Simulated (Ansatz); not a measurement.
# BBr2F (dibromofluoroborane) at CCSD/cc-pVDZ

Aim: the electronic atomisation energy of BBr2F (dibromofluoroborane) at CCSD/cc-pVDZ, from 4 runs. 

The calculation is run with Ansatz 0.2.0.

49 further runs of the same task are left out: 49 set aside as unsound or not needed.

**1. Starting point**

The species is BBr2F (4 atoms), meant as a singlet with charge 0. SMILES: `FB(Br)Br`. Geometry: relaxed at PBE0-D4/def2-TZVP.

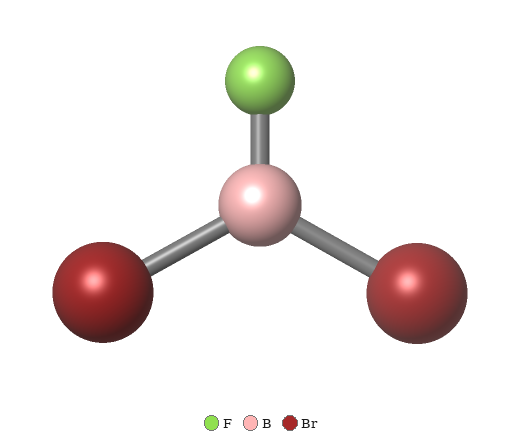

The structure, seen from a chosen angle (fluorine green, boron pink, bromine red).

**2. A single-point energy at CCSD/cc-pVDZ**

Input file in.yaml:

```yaml
basis:
  gaussian:
    orbitals: cc-pVDZ
crystal:
  periodic: [false, false, false]
  atoms:
    - {symbol: F, position_ang: [1.316550, 0.465960, 0.364370]}
    - {symbol: B, position_ang: [0.123960, 0.043770, 0.034160]}
    - {symbol: Br, position_ang: [-0.483040, -1.629420, 0.701450]}
    - {symbol: Br, position_ang: [-0.957470, 1.119690, -1.099980]}
correlation:
  method: ccsd
  frozen_orbitals: {B: 1, Br: 9, F: 1}
accuracy: high
scf:
  omitted_lower_state_checks: [cluster_reference, increment]
```

Launch:

```console
$ ansatz run in.yaml --threads 1 --pin off --max-ram 3480MiB --events-out events.jsonl --progress --plain --runs-dir runs
```

Standard output:

```text
Warning: RAYON_NUM_THREADS=1 ignored (pool sized by the plan → 1); use --threads N
Functional definition: HF
  name "HF"
  exchange = exact_x
  correlation = 0
these checks for a lower state are left out or cut short: cluster_reference, increment
1658 factors; integrals over basis functions are off by at most 4.6e-9 eV
mean field evaluation 1: about -143375.6442 eV, gradient 2.6e1 eV
mean field evaluation 2: about -143375.8820 eV, gradient 2.7e1 eV
mean field evaluation 4: about -143377.6202 eV, gradient 1.9e0 eV
mean field evaluation 8: about -143377.6547 eV, gradient 1.5e-1 eV
mean field evaluation 16: about -143377.6548 eV, gradient 4.7e-8 eV
mean field -143377.65478360 eV, -5269.0316284324 hartree, gradient 4.7e-8 eV, S^2 0.000000; 0 other end points of the search recorded, 0 dependent functions left out
20 core orbitals not correlated: weight in the atoms' cores, before any rotation towards them, 1.000 or more for the frozen orbitals, at most 0.000 for the correlated occupied ones
reference -143377.65478360 eV, -5269.0316284324 hartree; 22, 22 occupied and 40, 40 virtual orbitals, 1658 factors
second order -14.23695939 eV of doubles, -0.00000000 eV of singles
cycle   1  -14.39394960 eV  change   -1.6e-1 eV  update   9.0e-2
cycle   2  -14.68481078 eV  change   -2.9e-1 eV  update   2.5e-2
cycle   3  -14.75298845 eV  change   -6.8e-2 eV  update   1.4e-2
cycle   4  -14.74856890 eV  change    4.4e-3 eV  update   3.4e-3
cycle   5  -14.74598764 eV  change    2.6e-3 eV  update   1.3e-3
cycle   6  -14.74615714 eV  change   -1.7e-4 eV  update   3.5e-4
cycle   7  -14.74604154 eV  change    1.2e-4 eV  update   7.4e-5
cycle   8  -14.74603652 eV  change    5.0e-6 eV  update   2.6e-5
cycle   9  -14.74604413 eV  change   -7.6e-6 eV  update   8.9e-6
cycle  10  -14.74604163 eV  change    2.5e-6 eV  update   3.0e-6
cycle  11  -14.74604320 eV  change   -1.6e-6 eV  update   1.1e-6
cycle  12  -14.74604356 eV  change   -3.6e-7 eV  update   2.8e-7
cycle  13  -14.74604343 eV  change    1.2e-7 eV  update   1.1e-7
cycle  14  -14.74604343 eV  change    7.7e-9 eV  update   3.7e-8
cycle  15  -14.74604341 eV  change    1.4e-8 eV  update   2.0e-8
cycle  16  -14.74604263 eV  change    7.8e-7 eV  update   1.2e-7
cycle  17  -14.74604258 eV  change    5.8e-8 eV  update   2.8e-8
cycle  18  -14.74604254 eV  change    4.0e-8 eV  update   8.8e-9
cycle  19  -14.74604254 eV  change    2.1e-9 eV  update   2.6e-9
Total energy: -143392.40082614 eV, -5269.5735355004 hartree
Checks for a lower state left out: cluster_reference, increment
```

Wall time 6.9 s (1 thread of AMD EPYC 9R45 (Zen 5), shared host); peak memory 0.35 GiB.

**3. The B atom at the same level**

Input file job.yaml:

```yaml
crystal:
  periodic: [false, false, false]
  atoms:
    - {symbol: B, position_ang: [0.000000, 0.000000, 0.000000]}
basis:
  gaussian:
    orbitals: cc-pVDZ
magnetization:
  spin_polarized: true
  initial_magnetization: 1
correlation:
  method: ccsd
  frozen_orbitals: {B: 1}
accuracy: high
scf:
  omitted_lower_state_checks: [cluster_reference, increment]
```

Run the same way, it converges to -24.58860 Eh (log not shown).

**4. The Br atom, same level**

Input file in.yaml:

```yaml
basis:
  gaussian:
    orbitals: cc-pVDZ
crystal:
  periodic: [false, false, false]
  atoms:
    - {symbol: Br, position_ang: [0.000000, 0.000000, 0.000000]}
scf:
  omitted_lower_state_checks: [cluster_reference, increment]
magnetization:
  spin_polarized: true
  initial_magnetization: 1
accuracy: high
correlation:
  method: ccsd
  frozen_orbitals: {Br: 9}
```

Run the same way, it converges to -2572.48601 Eh (log not shown).

**5. The F atom at the same level**

Input file in.yaml:

```yaml
crystal:
  periodic: [false, false, false]
  atoms:
    - {symbol: F, position_ang: [0.000000, 0.000000, 0.000000]}
basis:
  gaussian:
    orbitals: cc-pVDZ
magnetization:
  spin_polarized: true
  initial_magnetization: 1
accuracy: high
correlation:
  method: ccsd
  frozen_orbitals: {F: 1}
scf:
  omitted_lower_state_checks: [cluster_reference, increment]
```

Run the same way, it converges to -99.52669 Eh (log not shown).

**6. What came out**

Level: CCSD/cc-pVDZ, 20 core orbitals frozen.

| quantity | value |
| --- | --- |
| molecule: total energy | -5269.57354 Eh |
| molecule: correlation energy (20 core orbitals frozen) | -541.9 mEh |
| molecule: T1 diagnostic | 0.010 |
| B atom: total energy | -24.58860 Eh |
| B atom: correlation energy (1 core orbital frozen) | -58.6 mEh |
| B atom: ⟨S²⟩ of the reference determinant | 0.757 |
| B atom: T1 diagnostic | 0.011 |
| Br atom: total energy | -2572.48601 Eh |
| Br atom: correlation energy (9 core orbitals frozen) | -117.6 mEh |
| Br atom: ⟨S²⟩ of the reference determinant | 0.756 |
| Br atom: T1 diagnostic | 0.003 |
| F atom: total energy | -99.52669 Eh |
| F atom: correlation energy (1 core orbital frozen) | -151.4 mEh |
| F atom: ⟨S²⟩ of the reference determinant | 0.752 |
| F atom: T1 diagnostic | 0.003 |
| electronic atomisation energy | 13.231 eV |

What this shows: Taking the molecule apart into free atoms costs 13.23 eV (1277 kJ/mol), before zero-point energy and without spin-orbit coupling.
